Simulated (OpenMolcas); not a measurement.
# Run report: Pt²⁺ complex, multiconfigurational calculation

- system: Pt²⁺ with 6 ligands (Cl; octahedron, 2.476 Å), embedded in NaCl by model potentials and point charges, whose field is part of the energies.
- method: state-averaged CASSCF, active space 8 electrons in the shell 5d, basis ANO-RCC-VDZP on the metal and ANO-RCC-VDZP on the ligands, DKH2 scalar Hamiltonian, spin-orbit coupling by RASSI with atomic mean-field integrals (OpenMolcas)

Results in brief:

- outcome: converged
- energy of the lowest spin-free term: −21163.83835 hartree
- energy of the lowest spin-orbit level: −21163.84949 hartree
- largest spread among components of a term: 0.0 cm⁻¹
- hardware: 1 thread of Arm Neoverse V1, 24 GiB of memory available, shared host
- wall time: 48 s
- peak memory: 0.61 GiB

Remarks:

Without dynamic correlation the splittings between terms come out too large, often by 20 to 50 %. To bear in mind: covalent bonds, ligand orbitals missing from the active space; the geometry is set by hand, with no relaxation.

Input file:
```
&GATEWAY
Basis set
Pt.ANO-RCC-VDZP.
Pt1 0.0 0.0 0.0 Angstrom
End of basis
Basis set
Cl.ANO-RCC-VDZP.
L1 2.476000 0.000000 0.000000 Angstrom
L2 0.000000 2.476000 0.000000 Angstrom
L3 0.000000 0.000000 2.476000 Angstrom
End of basis
Basis set
Na.EMB-AIMP.Barandiaran.6s3p.1s1p.ECP.NaCl.
PseudoCharge
* 3 symmetry-unique lattice sites within 7.6 angstrom
End of basis
Basis set
Na.EMB-AIMP.Barandiaran.0s.0s.ECP.NaCl.
PseudoCharge
* 18 symmetry-unique lattice sites within 7.6 angstrom
End of basis
Basis set
Cl.EMB-AIMP.Barandiaran.0s.0s.ECP.NaCl.
PseudoCharge
* 16 symmetry-unique lattice sites within 7.6 angstrom
End of basis
Symmetry
XYZ
AngMom=0.0 0.0 0.0
AMFI
RICD
XField
1058 Angstrom 0
* Evjen-weighted lattice charges
&SEWARD
&RASSCF
FileOrb=start.orb
Symmetry=1
Spin=3
nActEl=8 0 0
Inactive=42 46
Ras2=5 0
CIRoot=10 10 1
SDav=10
CIMx=300
Iter=150 100
PrWF=0.3
OrbListing=Nothing
MaxOrb=0
LevShft=1.0
>>> COPY $Project.JobIph JOB001
&RASSCF
FileOrb=start.orb
Symmetry=1
Spin=1
nActEl=8 0 0
Inactive=42 46
Ras2=5 0
CIRoot=15 15 1
SDav=15
CIMx=300
Iter=150 100
PrWF=0.3
OrbListing=Nothing
MaxOrb=0
LevShft=1.0
>>> COPY $Project.JobIph JOB002
&RASSI
NrOfJobIphs=2 10 15
1 2 3 4 5 6 7 8 9 10
1 2 3 4 5 6 7 8 9 10 11 12 13 14 15
IphNames
JOB001
JOB002
EJob
SpinOrbit
DIPRint=1.0
SOCoupling=1000.0
Subsets=2
Property=9
'ANGMOM' 1 'ANGMOM' 2 'ANGMOM' 3 'MLTPL  1' 1 'MLTPL  1' 2 'MLTPL  1' 3
'AMFI' 1 'AMFI' 2 'AMFI' 3
SOProperty=3
'ANGMOM' 1 'ANGMOM' 2 'ANGMOM' 3
```

The file start.orb holds starting orbitals from an earlier step. A driver script formed the levels outside the program, from RASSI's spin-orbit matrix and the active-space energies, averaged over the components of each term or state.

Command:
```bash
OMP_NUM_THREADS=1 MOLCAS_MEM=2457 MOLCAS_PROJECT=a pymolcas a.inp > a.log  # once for each step of the input, in one work folder
```

Output (extracts):
```
--- SEWARD ---
Basis set label: PT.ANO-RCC...7S6P4D2F.

      Electronic valence basis set:
      ------------------
      Associated Effective Charge  78.000000 au
      Associated Actual Charge     78.000000 au
      Nuclear Model: Point charge

      Shell  nPrim  nBasis  Cartesian Spherical Contaminant
         s      24       7        X
         p      21       6        X
         d      15       4                 X
         f      11       2                 X
                  Relativistic Douglas-Kroll-Hess integrals:
                    - DKH order of Hamiltonian: 2
                    - DKH order of Properties : 0
                  Atomic mean-field integrals
--- RASSCF ---
Wave function specifications:
      -----------------------------

      Number of closed shell electrons         176
      Number of electrons in active shells       8
      Max number of holes in RAS1 space          0
      Max nr of electrons in RAS3 space          0
      Number of inactive orbitals               88
      Number of active orbitals                  5
      Number of secondary orbitals              98
      Spin quantum number                      1.0
      State symmetry                             1
Orbital specifications:
      -----------------------

      Symmetry species                           1   2
                                                ag  au
      Frozen orbitals                            0   0
      Inactive orbitals                         42  46
      Active orbitals                            5   0
      RAS1 orbitals                              0   0
      RAS2 orbitals                              5   0
      RAS3 orbitals                              0   0
      Secondary orbitals                        46  52
      Deleted orbitals                           0   0
      Number of basis functions                 93  98
      Number of CSFs                            10
      Number of root(s) required                10
      Iter CI   SX   CI       RASSCF       Energy    max ROT     max BLB   max BLB  Level Ln srch  Step   QN
          iter iter root      energy       change     param      element    value   shift minimum  type update
 Nr of preliminary CI iterations:   1
      Total energies have been shifted. Add               -21000.00 au
        1   1   10    0  -163.38213966    0.00E+00  -8.75E-02   24  54 2  2.00E-01*  1.17   0.00    SX    NO
        2   1   10    0  -163.64163664   -2.59E-01* -6.91E-02   24  54 2  9.96E-02*  1.01   0.00    SX    NO
        3   1   10    0  -163.70787194   -6.62E-02* -4.46E-02   20  48 1  5.32E-02*  0.95   0.00    SX    NO
        4   1   10    0  -163.72739770   -1.95E-02* -2.77E-02   20  48 1  3.22E-02*  0.92   0.00    SX    NO
        5   1    9    0  -163.73465875   -7.26E-03* -3.50E-02   20  48 1  2.08E-02*  0.91   2.50    LS   YES
        6   1    9    0  -163.73911953   -4.46E-03* -1.54E-02   20  48 1  6.09E-03*  0.90   1.35    QN   YES
        7   1    9    0  -163.73990204   -7.83E-04*  5.71E-03   22  54 2  2.72E-03*  0.89   1.37    QN   YES
        8   1    8    0  -163.74005386   -1.52E-04* -1.45E-03   28  56 2  1.08E-03*  0.89   1.29    QN   YES
        9   1    7    0  -163.74007785   -2.40E-05* -3.12E-04   45  79 1  6.25E-04*  0.89   1.29    QN   YES
       10   1    7    0  -163.74008161   -3.76E-06* -1.11E-04   47  53 1  2.20E-04*  0.89   1.23    QN   YES
       11   1    6    0  -163.74008212   -5.03E-07* -7.48E-05   19  56 2 -7.13E-05   0.89   1.20    QN   YES
       12   1    6    0  -163.74008220   -8.54E-08* -5.58E-05   46  84 2  2.85E-05   0.89   1.44    QN   YES
       13   1    5    0  -163.74008222   -2.15E-08*  1.89E-05   18  55 2  1.58E-05   0.89   1.24    QN   YES
       14   1    5    0  -163.74008223   -3.49E-09   8.58E-06   19  56 2  7.55E-06   0.89   1.26    QN   YES
      Convergence after 14 iterations
       15   1    5    0  -163.74008223   -6.22E-10   8.58E-06   24  54 2  2.73E-06   0.89   1.26    QN   YES
      Natural orbitals and occupation numbers for root  1
      sym 1:   2.000000   2.000000   1.000000   2.000000   1.000000
      Natural orbitals and occupation numbers for root  2
      sym 1:   2.000000   1.000729   1.000729   1.999271   1.999271
      Natural orbitals and occupation numbers for root  3
      sym 1:   2.000000   1.999220   1.999220   1.000780   1.000780
::    RASSCF root number  1 Total energy: -21163.83835320
::    RASSCF root number  2 Total energy: -21163.76883198
::    RASSCF root number  3 Total energy: -21163.76883198
::    RASSCF root number  4 Total energy: -21163.76883198
::    RASSCF root number  5 Total energy: -21163.73818798
::    RASSCF root number  6 Total energy: -21163.73818798
::    RASSCF root number  7 Total energy: -21163.73818798
::    RASSCF root number  8 Total energy: -21163.68046974
::    RASSCF root number  9 Total energy: -21163.68046974
::    RASSCF root number 10 Total energy: -21163.68046974
--- RASSCF ---
Wave function specifications:
      -----------------------------

      Number of closed shell electrons         176
      Number of electrons in active shells       8
      Max number of holes in RAS1 space          0
      Max nr of electrons in RAS3 space          0
      Number of inactive orbitals               88
      Number of active orbitals                  5
      Number of secondary orbitals              98
      Spin quantum number                      0.0
      State symmetry                             1
Orbital specifications:
      -----------------------

      Symmetry species                           1   2
                                                ag  au
      Frozen orbitals                            0   0
      Inactive orbitals                         42  46
      Active orbitals                            5   0
      RAS1 orbitals                              0   0
      RAS2 orbitals                              5   0
      RAS3 orbitals                              0   0
      Secondary orbitals                        46  52
      Deleted orbitals                           0   0
      Number of basis functions                 93  98
      Number of CSFs                            15
      Number of root(s) required                15
      Iter CI   SX   CI       RASSCF       Energy    max ROT     max BLB   max BLB  Level Ln srch  Step   QN
          iter iter root      energy       change     param      element    value   shift minimum  type update
 Nr of preliminary CI iterations:   1
      Total energies have been shifted. Add               -21000.00 au
        1   1    8    0  -163.69072112    0.00E+00   9.71E-03   46  52 1 -6.32E-03*  0.92   0.00    SX    NO
        2   1    8    0  -163.69123743   -5.16E-04*  7.11E-03   46  52 1 -3.52E-03*  0.92   0.00    SX    NO
        3   1    8    0  -163.69150019   -2.63E-04*  5.37E-03   46  52 1 -2.55E-03*  0.92   0.00    SX    NO
        4   1    8    0  -163.69163959   -1.39E-04*  4.10E-03   38  46 1 -1.77E-03*  0.91   0.00    SX    NO
        5   1    7    0  -163.69171481   -7.52E-05*  5.98E-03   38  46 1 -1.35E-03*  0.91   2.50    LS   YES
        6   1    7    0  -163.69178383   -6.90E-05*  5.44E-03   38  46 1 -7.35E-04*  0.91   1.93    LS   YES
        7   1    7    0  -163.69180479   -2.10E-05*  6.05E-04   34  48 1 -5.97E-04*  0.91   1.03    QN   YES
        8   1    7    0  -163.69180627   -1.49E-06*  7.81E-04   34  48 1 -3.55E-04*  0.91   2.30    LS   YES
        9   1    7    0  -163.69180701   -7.38E-07* -3.79E-04   33  58 2 -3.97E-04*  0.91   1.02    QN   YES
       10   1    6    0  -163.69180759   -5.79E-07* -1.45E-04   38  56 2  5.75E-05   0.91   1.10    QN   YES
       11   1    6    0  -163.69180765   -6.32E-08*  5.42E-05   31  48 1 -3.15E-05   0.91   1.14    QN   YES
       12   1    5    0  -163.69180767   -1.57E-08* -1.36E-05   46  52 1 -9.93E-06   0.91   1.11    QN   YES
       13   1    4    0  -163.69180767   -1.69E-09  -2.86E-06   46  56 2 -4.53E-06   0.91   1.17    QN   YES
      Convergence after 13 iterations
       14   1    4    0  -163.69180767   -7.42E-10  -2.86E-06   34  48 1  1.99E-06   0.91   1.17    QN   YES
      Natural orbitals and occupation numbers for root  1
      sym 1:   1.004451   1.994254   1.004451   1.999323   1.997522
      Natural orbitals and occupation numbers for root  2
      sym 1:   1.004451   1.999812   1.004451   1.994743   1.996544
      Natural orbitals and occupation numbers for root  3
      sym 1:   1.051842   1.965439   1.051842   1.965439   1.965439
::    RASSCF root number  1 Total energy: -21163.79113699
::    RASSCF root number  2 Total energy: -21163.79113699
::    RASSCF root number  3 Total energy: -21163.75451343
::    RASSCF root number  4 Total energy: -21163.72161103
::    RASSCF root number  5 Total energy: -21163.72161103
::    RASSCF root number  6 Total energy: -21163.72161103
::    RASSCF root number  7 Total energy: -21163.70700064
::    RASSCF root number  8 Total energy: -21163.70700064
::    RASSCF root number  9 Total energy: -21163.70700064
::    RASSCF root number 10 Total energy: -21163.63913644
::    RASSCF root number 11 Total energy: -21163.63913644
::    RASSCF root number 12 Total energy: -21163.63873348
::    RASSCF root number 13 Total energy: -21163.63873348
::    RASSCF root number 14 Total energy: -21163.63873348
::    RASSCF root number 15 Total energy: -21163.56001932
--- RASSI ---
SPIN-FREE ENERGIES:
  (Shifted by EMIN (a.u.) =     -21163.8383531986)

 SF State       Relative EMIN(au)   Rel lowest level(eV)    D:o, cm**(-1)

     1             0.0000000000        0.0000000000              0.0000
    11             0.0472162048        1.2848183856          10362.7591
    12             0.0472162048        1.2848183856          10362.7591
     4             0.0695212233        1.8917688590          15258.1449
     2             0.0695212233        1.8917688590          15258.1449
     3             0.0695212233        1.8917688590          15258.1449
    13             0.0838397686        2.2813963253          18400.7023
     5             0.1001652214        2.7256345275          21983.7250
     6             0.1001652214        2.7256345275          21983.7250
     7             0.1001652214        2.7256345275          21983.7250
    14             0.1167421662        3.1767161747          25621.9439
    15             0.1167421662        3.1767161747          25621.9439
    16             0.1167421662        3.1767161747          25621.9439
    17             0.1313525615        3.5742852857          28828.5550
    18             0.1313525615        3.5742852857          28828.5550
    19             0.1313525621        3.5742853028          28828.5552
     8             0.1578834608        4.2962278338          34651.4144
     9             0.1578834608        4.2962278338          34651.4144
    10             0.1578834608        4.2962278338          34651.4144
    20             0.1992167581        5.4209641513          43723.0245
    21             0.1992167581        5.4209641513          43723.0245
    22             0.1996197225        5.4319293703          43811.4650
    23             0.1996197225        5.4319293703          43811.4650
    24             0.1996197225        5.4319293703          43811.4650
    25             0.2783338835        7.5738508080          61087.2265
     Dipole printing threshold changed to   1.00000000E+00
Eigenvalues of complex Hamiltonian:
   -----------------------------------
  (Shifted by EMIN (a.u.) =     -21163.8383531986)

 SO State       Relative EMIN(au)   Rel lowest level(eV)    D:o, cm**(-1)

     1            -0.0111375883        0.0000000001              0.0000
     2            -0.0111375883        0.0000000000              0.0000
     3            -0.0111375883        0.0000000001              0.0000
     4             0.0281659978        1.0695050625           8626.1401
     5             0.0281659978        1.0695050628           8626.1401
     6             0.0536291038        1.7623914744          14214.6459
     7             0.0536291037        1.7623914718          14214.6459
     8             0.0536291038        1.7623914749          14214.6459
     9             0.0551695698        1.8043096904          14552.7391
    10             0.0551695697        1.8043096878          14552.7391
    11             0.0600376079        1.9367757555          15621.1500
    12             0.0682648747        2.1606510886          17426.8263
    13             0.0682648748        2.1606510914          17426.8263
    14             0.0682648747        2.1606510899          17426.8263
    15             0.0791698144        2.4573896148          19820.1839
    16             0.0997931388        3.0185788615          24346.4804
    17             0.0997931389        3.0185788632          24346.4804
    18             0.0997931389        3.0185788641          24346.4805
    19             0.1024969054        3.0921520983          24939.8886
    20             0.1024969054        3.0921520992          24939.8886
    21             0.1024969055        3.0921521002          24939.8886
    22             0.1067299146        3.2073381464          25868.9267
    23             0.1129211396        3.3758099625          27227.7436
    24             0.1129211396        3.3758099628          27227.7436
    25             0.1129211396        3.3758099629          27227.7436
    26             0.1161021709        3.4623702325          27925.8992
    27             0.1161021709        3.4623702331          27925.8992
    28             0.1344126859        3.9606247287          31944.5928
    29             0.1344126859        3.9606247285          31944.5928
    30             0.1344126864        3.9606247435          31944.5929
    31             0.1516665406        4.4301260326          35731.3762
    32             0.1614389474        4.6960467698          37876.1716
    33             0.1614389474        4.6960467703          37876.1716
    34             0.1614389474        4.6960467692          37876.1715
    35             0.1659808142        4.8196372619          38872.9961
    36             0.1659808143        4.8196372629          38872.9961
    37             0.1710907651        4.9586861099          39994.5007
    38             0.1710907651        4.9586861096          39994.5007
    39             0.1710907651        4.9586861102          39994.5007
    40             0.2085843156        5.9789375938          48223.3839
    41             0.2085843156        5.9789375946          48223.3839
Weights of the five most important spin-orbit-free states for each spin-orbit state.

 SO State  Total energy (au)           Spin-free states, spin, and weights
 -------------------------------------------------------------------------------------------------------
    1        -0.011138       1 1.0  0.8893    4 1.0  0.0457    2 1.0  0.0397   14 0.0  0.0120    3 1.0  0.0066
    2        -0.011138       1 1.0  0.8893    3 1.0  0.0459    2 1.0  0.0453   16 0.0  0.0143   24 0.0  0.0016
    3        -0.011138       1 1.0  0.8893    4 1.0  0.0455    3 1.0  0.0395   15 0.0  0.0123    2 1.0  0.0069
    4         0.028166      12 0.0  0.6748    4 1.0  0.1838    3 1.0  0.0519    2 1.0  0.0404   11 0.0  0.0140
    5         0.028166      11 0.0  0.6748    2 1.0  0.1436    3 1.0  0.1321   10 1.0  0.0143   12 0.0  0.0140
    6         0.053629       4 1.0  0.3907    2 1.0  0.3847    5 1.0  0.0730    7 1.0  0.0725   19 0.0  0.0431
    7         0.053629       3 1.0  0.3907    2 1.0  0.3906    7 1.0  0.0731    6 1.0  0.0730   17 0.0  0.0436
    8         0.053629       4 1.0  0.3906    3 1.0  0.3847    5 1.0  0.0731    6 1.0  0.0725   18 0.0  0.0431
    9         0.055170       4 1.0  0.3286    7 1.0  0.1933    6 1.0  0.1446   12 0.0  0.1393    3 1.0  0.1216
   10         0.055170       2 1.0  0.2833    5 1.0  0.2241    3 1.0  0.2122   11 0.0  0.1393    6 1.0  0.0831
   11         0.060038      13 0.0  0.5186    6 1.0  0.1544    5 1.0  0.1544    7 1.0  0.1544   10 1.0  0.0053
   12         0.068265       4 1.0  0.3266    3 1.0  0.3255   15 0.0  0.1010    5 1.0  0.0798    6 1.0  0.0798
```

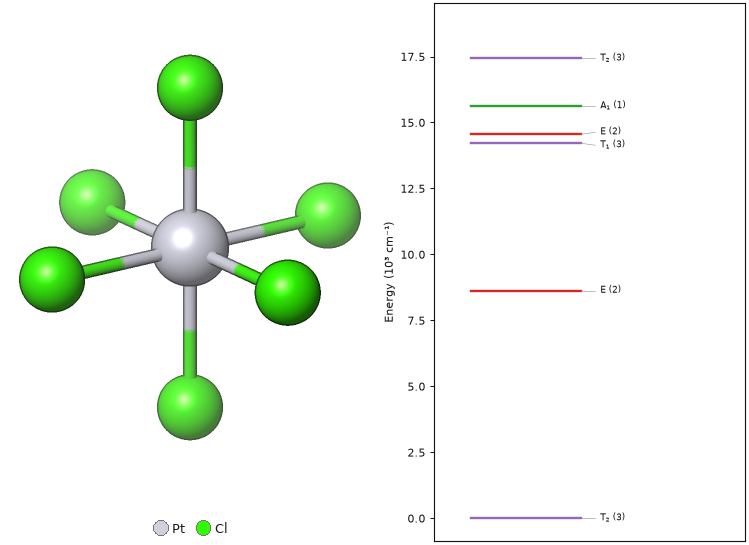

Pt²⁺ (5d⁸) as a dopant in NaCl, a cluster with its 6 nearest Cl⁻ at 2.476 Å (octahedron) embedded in model potentials and point charges; the geometry was set, not optimised, and its levels. Labels give the representation in O, Td, D4 or D3 as the site allows (double group for half-integer spin) where it could be assigned and, in brackets, the degeneracy; spin-free states, where drawn, share the zero of the spin-orbit levels. The ground level is T₂, 3-fold degenerate, 98 % from states of spin multiplicity 3. The next level lies at 8,630 cm⁻¹ (E). The active orbitals hold 78 to 93 % metal character (Löwdin), and the Mulliken charge of the metal is +0.72.
